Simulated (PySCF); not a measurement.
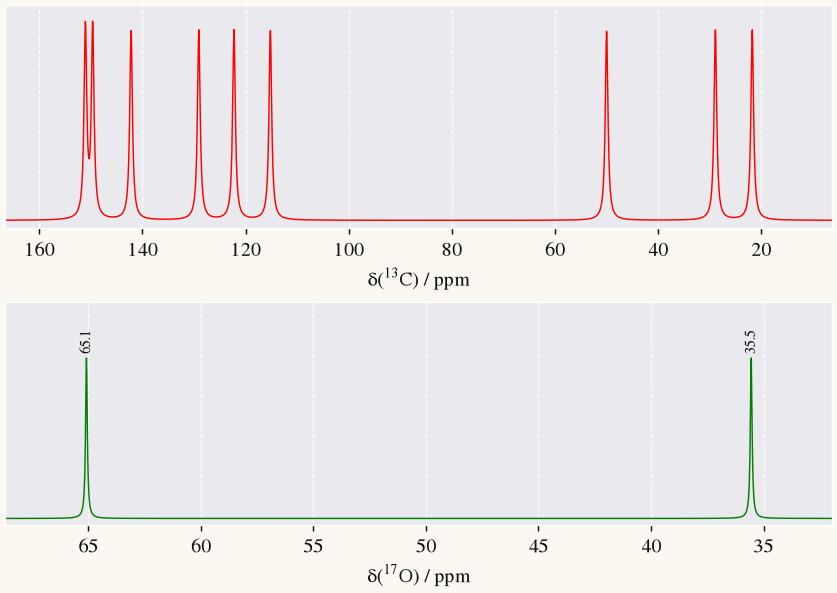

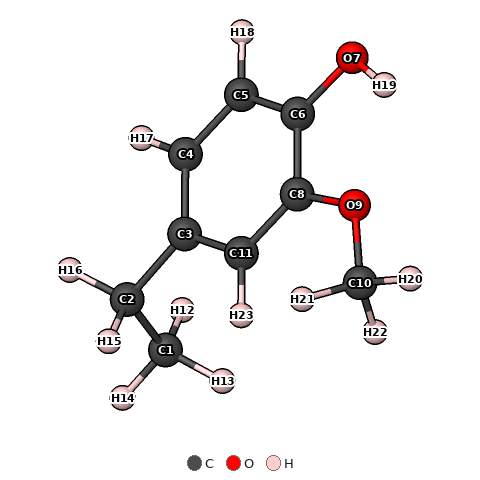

Spectrum and numbered structure of C₉H₁₂O₂ (ethylguaiacol), SMILES CCc1ccc(O)c(OC)c1. GIAO shifts, HF/pcSseg-1 in PySCF, at a PBE0-D3(BJ)/def2-SVP geometry (no frequency check), against TMS for ¹³C and H₂O for ¹⁷O computed at the same level (¹⁷O: a single water molecule, while the usual scale starts at liquid water and gives values some tens of ppm lower). Gas phase, fully decoupled, line heights follow the number of nuclei, widths are arbitrary (no quadrupolar broadening); values of one conformer, averaged over nuclei that symmetry or rotation about single bonds exchange, these motions taken as fast; other conformers aren't averaged in.

Question: Assign the ¹³C signals to the numbered atoms.

Answer:
```csv
δ (ppm),nuclei,atoms
151.1,1,C6
149.7,1,C8
142.2,1,C3
129.1,1,C4
122.2,1,C5
115.2,1,C11
49.9,1,C10
28.8,1,C2
21.7,1,C1
```

The order of signals that lie close, as those under 2 ppm apart, is within the error of the method.

Question: Which atoms give which ¹⁷O line?

Answer:
```
δ (ppm)  nuclei  atoms
   65.1       1     O7
   35.5       1     O9
```
